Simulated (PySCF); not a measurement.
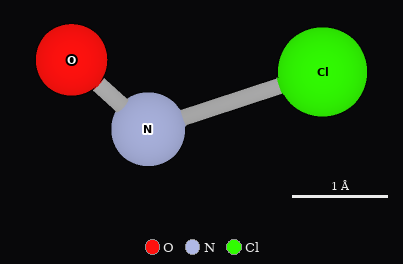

Figure 1. The input geometry (ball-and-stick view, seen at an oblique angle). Bond lengths as drawn: Cl–N 1.94 Å and N–O 1.14 Å.

## Geometry relaxation, with input and output: NClO (charge +1) (part 1 of 2)

- system: NClO (nitrosyl chloride), charge +1, multiplicity 2
- method: HF/6-31G*, UHF (PySCF 2.14.0)

The atoms were displaced at random from an optimised geometry. The geometry is that of the parent species in another charge or spin state.

The program's output:
```
#|     Arguments passed to driver run_optimizer():      |#
customengine              <pyscf.geomopt.geometric_solver.PySCFEngine object>
maxiter                   80
----------------------------------------------------------
Custom engine selected.
Bonds will be generated from interatomic distances less than 1.20 times sum of covalent radii
9 internal coordinates being used (instead of 9 Cartesians)
Internal coordinate system (atoms numbered from 1):
Distance 1-2
Distance 2-3
Angle 1-2-3
Translation-X 1-3
Translation-Y 1-3
Translation-Z 1-3
Rotation-A 1-3
Rotation-B 1-3
Rotation-C 1-3
<class 'geometric.internal.Distance'> : 2
<class 'geometric.internal.Angle'> : 1
<class 'geometric.internal.TranslationX'> : 1
<class 'geometric.internal.TranslationY'> : 1
<class 'geometric.internal.TranslationZ'> : 1
<class 'geometric.internal.RotationA'> : 1
<class 'geometric.internal.RotationB'> : 1
<class 'geometric.internal.RotationC'> : 1
> ===== Optimization Info: ====
> Job type: Energy minimization
> Maximum number of optimization cycles: 80
> Initial / maximum trust radius (Angstrom): 0.100 / 0.300
> Convergence Criteria:
> Will converge when all 5 criteria are reached:
>  |Delta-E| < 1.00e-06
>  RMS-Grad  < 3.00e-04
>  Max-Grad  < 4.50e-04
>  RMS-Disp  < 1.20e-03
>  Max-Disp  < 1.80e-03
> === End Optimization Info ===

Geometry optimization cycle 1
Cartesian coordinates (Angstrom)
 Atom        New coordinates             dX        dY        dZ
   O   1.018472  -0.381379   0.544484    0.000000  0.000000  0.000000
   N   0.058332  -0.587417  -0.032300    0.000000  0.000000  0.000000
  Cl  -1.035032   0.951566  -0.472493    0.000000  0.000000  0.000000

WARN: Mole.unit (angstrom) is changed to Bohr

WARN: HOMO -0.295967028368154 >= LUMO -0.295967028368154

converged SCF energy = -588.297389874291  <S^2> = 1.0159445  2S+1 = 2.2502839
--------------- SecondOrderUHF_Scanner gradients ---------------
         x                y                z
0 O     0.1052716747     0.0308312814     0.0642462644
1 N    -0.1159403453    -0.0230510520    -0.0694253745
2 Cl     0.0106686706    -0.0077802294     0.0051791101
----------------------------------------------
cycle 1: E = -588.297389874  dE = -588.297  norm(grad) = 0.187496
Step    0 : Gradient = 1.083e-01/1.371e-01 (rms/max) Energy = -588.2973898743
Hessian Eigenvalues: 5.00000e-02 5.00000e-02 5.00000e-02 ... 1.76639e-01 2.50000e-01 1.42690e+00

Geometry optimization cycle 2
Cartesian coordinates (Angstrom)
 Atom        New coordinates             dX        dY        dZ
   O   1.017926  -0.413890   0.540200   -0.000546 -0.032511 -0.004284
   N   0.089136  -0.569052  -0.012359    0.030804  0.018365  0.019941
  Cl  -1.065291   0.965713  -0.488149   -0.030259  0.014147 -0.015656
converged SCF energy = -588.309716205623  <S^2> = 0.87316008  2S+1 = 2.1195849
--------------- SecondOrderUHF_Scanner gradients ---------------
         x                y                z
0 O     0.0618640274     0.0172783130     0.0376524085
1 N    -0.0837556096     0.0062391502    -0.0473572100
2 Cl     0.0218915822    -0.0235174632     0.0097048015
----------------------------------------------
cycle 2: E = -588.309716206  dE = -0.0123263  norm(grad) = 0.126359
Step    1 : Displace = 3.706e-02/4.103e-02 (rms/max) Trust = 1.000e-01 (=) Grad = 7.295e-02/9.642e-02 (rms/max) E (change) = -588.3097162056 (-1.233e-02) Quality = 1.827
Hessian Eigenvalues: 4.87772e-02 5.00000e-02 5.00000e-02 ... 5.00000e-02 2.58966e-01 1.25621e+00

Geometry optimization cycle 3
Cartesian coordinates (Angstrom)
 Atom        New coordinates             dX        dY        dZ
   O   1.032759  -0.524797   0.535176    0.014833 -0.110907 -0.005024
   N   0.207876  -0.545963   0.058679    0.118740  0.023089  0.071039
  Cl  -1.198864   1.053531  -0.554164   -0.133573  0.087818 -0.066015
converged SCF energy = -588.287172723421  <S^2> = 0.75690789  2S+1 = 2.006896
--------------- SecondOrderUHF_Scanner gradients ---------------
         x                y                z
0 O    -0.4815968676    -0.0200225818    -0.2791323214
1 N     0.4504823422     0.0598948769     0.2661262806
2 Cl     0.0311145254    -0.0398722951     0.0130060407
----------------------------------------------
cycle 3: E = -588.287172723  dE = 0.0225435  norm(grad) = 0.768325
Step    2 : Displace = 1.439e-01/1.731e-01 (rms/max) Trust = 1.414e-01 (+) Grad = 4.436e-01/5.570e-01 (rms/max) E (change) = -588.2871727234 (+2.254e-02) Quality = -0.786
Hessian Eigenvalues: 5.00000e-02 5.00000e-02 5.00000e-02 ... 1.69187e-01 2.60097e-01 3.39429e+00

Geometry optimization cycle 4
Cartesian coordinates (Angstrom)
 Atom        New coordinates             dX        dY        dZ
   O   1.049754  -0.476134   0.550883    0.016994  0.048663  0.015707
   N   0.138956  -0.561076   0.017237   -0.068921 -0.015113 -0.041442
  Cl  -1.146937   1.019980  -0.528429    0.051926 -0.033551  0.025735
converged SCF energy = -588.324201567309  <S^2> = 0.76266362  2S+1 = 2.0126238
--------------- SecondOrderUHF_Scanner gradients ---------------
         x                y                z
0 O     0.0152267263    -0.0051039595     0.0081246726
1 N    -0.0454233935     0.0468531157    -0.0203741526
2 Cl     0.0301966672    -0.0417491562     0.0122494800
----------------------------------------------
cycle 4: E = -588.324201567  dE = -0.0370288  norm(grad) = 0.0883312
Step    3 : Displace = 6.851e-02/8.238e-02 (rms/max) Trust = 7.071e-02 (-) Grad = 5.100e-02/6.836e-02 (rms/max) E (change) = -588.3242015673 (-3.703e-02) Quality = 0.722
Hessian Eigenvalues: 5.00000e-02 5.00000e-02 5.00000e-02 ... 1.94906e-01 2.72727e-01 3.15851e+00

Geometry optimization cycle 5
Cartesian coordinates (Angstrom)
 Atom        New coordinates             dX        dY        dZ
   O   1.066912  -0.491110   0.558912    0.017159 -0.014976  0.008029
   N   0.168843  -0.595956   0.030148    0.029888 -0.034880  0.012911
  Cl  -1.193984   1.069836  -0.549369   -0.047046  0.049856 -0.020940
converged SCF energy = -588.335870528586  <S^2> = 0.75784371  2S+1 = 2.0078284
--------------- SecondOrderUHF_Scanner gradients ---------------
         x                y                z
0 O    -0.0130174170    -0.0099353838    -0.0086922342
1 N    -0.0124627206     0.0466262373    -0.0014653106
2 Cl     0.0254801376    -0.0366908535     0.0101575449
----------------------------------------------
cycle 5: E = -588.335870529  dE = -0.011669  norm(grad) = 0.0690929
Step    4 : Displace = 5.161e-02/7.152e-02 (rms/max) Trust = 7.071e-02 (=) Grad = 3.989e-02/4.829e-02 (rms/max) E (change) = -588.3358705286 (-1.167e-02) Quality = 1.868
Hessian Eigenvalues: 3.69622e-02 5.00000e-02 5.00000e-02 ... 5.00000e-02 2.31265e-01 3.60995e+00

Geometry optimization cycle 6
Cartesian coordinates (Angstrom)
 Atom        New coordinates             dX        dY        dZ
   O   1.090883  -0.492596   0.572502    0.023970 -0.001486  0.013590
   N   0.219911  -0.694317   0.047474    0.051067 -0.098361  0.017326
  Cl  -1.269022   1.169683  -0.580285   -0.075038  0.099847 -0.030916
converged SCF energy = -588.351513836606  <S^2> = 0.75724595  2S+1 = 2.0072329
--------------- SecondOrderUHF_Scanner gradients ---------------
         x                y                z
0 O    -0.0346949936    -0.0111514463    -0.0212949522
1 N     0.0220408094     0.0288163988     0.0161824114
2 Cl     0.0126541842    -0.0176649525     0.0051125408
----------------------------------------------
cycle 6: E = -588.351513837  dE = -0.0156433  norm(grad) = 0.0621123
Step    5 : Displace = 9.974e-02/1.276e-01 (rms/max) Trust = 1.000e-01 (+) Grad = 3.586e-02/4.221e-02 (rms/max) E (change) = -588.3515138366 (-1.564e-02) Quality = 0.874
Hessian Eigenvalues: 5.00000e-02 5.00000e-02 5.00000e-02 ... 5.54726e-02 2.28484e-01 3.61789e+00

Geometry optimization cycle 7
Cartesian coordinates (Angstrom)
 Atom        New coordinates             dX        dY        dZ
   O   1.114454  -0.497372   0.585460    0.023571 -0.004776  0.012959
   N   0.263111  -0.774947   0.062445    0.043200 -0.080631  0.014971
  Cl  -1.335793   1.255090  -0.608214   -0.066771  0.085407 -0.027930
converged SCF energy = -588.357678126462  <S^2> = 0.75624434  2S+1 = 2.0062346
--------------- SecondOrderUHF_Scanner gradients ---------------
         x                y                z
0 O    -0.0244916653    -0.0083384926    -0.0150893759
1 N     0.0187225269     0.0158511409     0.0126924616
2 Cl     0.0057691384    -0.0075126483     0.0023969142
----------------------------------------------
cycle 7: E = -588.357678126  dE = -0.00616429  norm(grad) = 0.0418977
Step    6 : Displace = 8.532e-02/1.113e-01 (rms/max) Trust = 1.414e-01 (+) Grad = 2.419e-02/2.995e-02 (rms/max) E (change) = -588.3576781265 (-6.164e-03) Quality = 1.362
Hessian Eigenvalues: 3.35399e-02 5.00000e-02 5.00000e-02 ... 5.00000e-02 2.29608e-01 3.44754e+00

Geometry optimization cycle 8
Cartesian coordinates (Angstrom)
 Atom        New coordinates             dX        dY        dZ
   O   1.134645  -0.505543   0.596063    0.020192 -0.008170  0.010603
   N   0.294944  -0.829041   0.074127    0.031833 -0.054094  0.011682
  Cl  -1.387817   1.317354  -0.630499   -0.052024  0.062264 -0.022284
converged SCF energy = -588.359723337606  <S^2> = 0.75585066  2S+1 = 2.0058421
--------------- SecondOrderUHF_Scanner gradients ---------------
         x                y                z
0 O    -0.0083791589    -0.0028479861    -0.0051618340
1 N     0.0055903922     0.0062153901     0.0039709159
2 Cl     0.0027887667    -0.0033674040     0.0011909181
----------------------------------------------
cycle 8: E = -588.359723338  dE = -0.00204521  norm(grad) = 0.0145311
Step    7 : Displace = 6.254e-02/8.388e-02 (rms/max) Trust = 2.000e-01 (+) Grad = 8.390e-03/1.025e-02 (rms/max) E (change) = -588.3597233376 (-2.045e-03) Quality = 1.394
Hessian Eigenvalues: 1.91528e-02 5.00000e-02 5.00000e-02 ... 5.00000e-02 2.30047e-01 3.37719e+00

Geometry optimization cycle 9
Cartesian coordinates (Angstrom)
 Atom        New coordinates             dX        dY        dZ
   O   1.152340  -0.515649   0.604995    0.017695 -0.010106  0.008932
   N   0.321906  -0.869600   0.084663    0.026962 -0.040559  0.010537
  Cl  -1.432474   1.368018  -0.649967   -0.044657  0.050665 -0.019468
converged SCF energy = -588.360419941143  <S^2> = 0.75562384  2S+1 = 2.005616
--------------- SecondOrderUHF_Scanner gradients ---------------
         x                y                z
0 O    -0.0000912669     0.0004643977     0.0000042853
1 N    -0.0011515587     0.0008825130    -0.0005538060
2 Cl     0.0012428256    -0.0013469107     0.0005495207
----------------------------------------------
cycle 9: E = -588.360419941  dE = -0.000696604  norm(grad) = 0.00250926
Step    8 : Displace = 5.137e-02/7.018e-02 (rms/max) Trust = 2.828e-01 (+) Grad = 1.449e-03/1.913e-03 (rms/max) E (change) = -588.3604199411 (-6.966e-04) Quality = 1.344
Hessian Eigenvalues: 1.15397e-02 5.00000e-02 5.00000e-02 ... 5.00000e-02 2.28720e-01 3.44407e+00

Geometry optimization cycle 10
Cartesian coordinates (Angstrom)
 Atom        New coordinates             dX        dY        dZ
   O   1.165090  -0.524672   0.611217    0.012749 -0.009023  0.006223
   N   0.340725  -0.894697   0.092410    0.018819 -0.025097  0.007747
  Cl  -1.464042   1.402139  -0.663936   -0.031568  0.034120 -0.013969
converged SCF energy = -588.360601834662  <S^2> = 0.75550389  2S+1 = 2.0054963
--------------- SecondOrderUHF_Scanner gradients ---------------
         x                y                z
0 O     0.0011963905     0.0009752869     0.0008064679
1 N    -0.0017131470    -0.0005178782    -0.0010474884
2 Cl     0.0005167566    -0.0004574087     0.0002410205
----------------------------------------------
cycle 10: E = -588.360601835  dE = -0.000181894  norm(grad) = 0.00280492
Step    9 : Displace = 3.503e-02/4.851e-02 (rms/max) Trust = 3.000e-01 (+) Grad = 1.619e-03/2.074e-03 (rms/max) E (change) = -588.3606018347 (-1.819e-04) Quality = 1.316
Hessian Eigenvalues: 7.59681e-03 5.00000e-02 5.00000e-02 ... 5.00000e-02 2.24344e-01 3.45856e+00

Geometry optimization cycle 11
Cartesian coordinates (Angstrom)
 Atom        New coordinates             dX        dY        dZ
   O   1.172918  -0.531078   0.614932    0.007828 -0.006406  0.003715
   N   0.351244  -0.907019   0.096949    0.010520 -0.012322  0.004539
  Cl  -1.482390   1.420867  -0.672190   -0.018348  0.018728 -0.008254
converged SCF energy = -588.360637286721  <S^2> = 0.75544818  2S+1 = 2.0054408
--------------- SecondOrderUHF_Scanner gradients ---------------
         x                y                z
0 O     0.0003647249     0.0005216632     0.0002732557
1 N    -0.0005611589    -0.0004310745    -0.0003750467
2 Cl     0.0001964339    -0.0000905887     0.0001017910
----------------------------------------------
cycle 11: E = -588.360637287  dE = -3.54521e-05  norm(grad) = 0.00108552
Step   10 : Displace = 1.962e-02/2.749e-02 (rms/max) Trust = 3.000e-01 (=) Grad = 6.267e-04/8.009e-04 (rms/max) E (change) = -588.3606372867 (-3.545e-05) Quality = 1.239
Hessian Eigenvalues: 5.97839e-03 5.00000e-02 5.00000e-02 ... 5.00000e-02 2.11777e-01 3.43695e+00

Geometry optimization cycle 12
Cartesian coordinates (Angstrom)
 Atom        New coordinates             dX        dY        dZ
   O   1.176454  -0.534447   0.616553    0.003536 -0.003369  0.001620
   N   0.354879  -0.910141   0.098656    0.003635 -0.003122  0.001707
  Cl  -1.489561   1.427357  -0.675517   -0.007171  0.006491 -0.003327
converged SCF energy = -588.36064178895  <S^2> = 0.75543099  2S+1 = 2.0054236
--------------- SecondOrderUHF_Scanner gradients ---------------
         x                y                z
0 O    -0.0001628088     0.0002228061    -0.0000663241
1 N     0.0000729892    -0.0002412797     0.0000124647
2 Cl     0.0000898196     0.0000184736     0.0000538594
----------------------------------------------
cycle 12: E = -588.360641789  dE = -4.50223e-06  norm(grad) = 0.000394406
Step   11 : Displace = 7.232e-03/1.023e-02 (rms/max) Trust = 3.000e-01 (=) Grad = 2.277e-04/2.838e-04 (rms/max) E (change) = -588.3606417890 (-4.502e-06) Quality = 1.290
Hessian Eigenvalues: 5.76420e-03 5.00000e-02 5.00000e-02 ... 5.00000e-02 1.52258e-01 3.48339e+00

Geometry optimization cycle 13
Cartesian coordinates (Angstrom)
 Atom        New coordinates             dX        dY        dZ
   O   1.178730  -0.536979   0.617551    0.002276 -0.002532  0.000998
   N   0.356195  -0.910028   0.099425    0.001316  0.000113  0.000770
  Cl  -1.493153   1.429777  -0.677285   -0.003591  0.002420 -0.001768
converged SCF energy = -588.360643726973  <S^2> = 0.75542556  2S+1 = 2.0054182
```
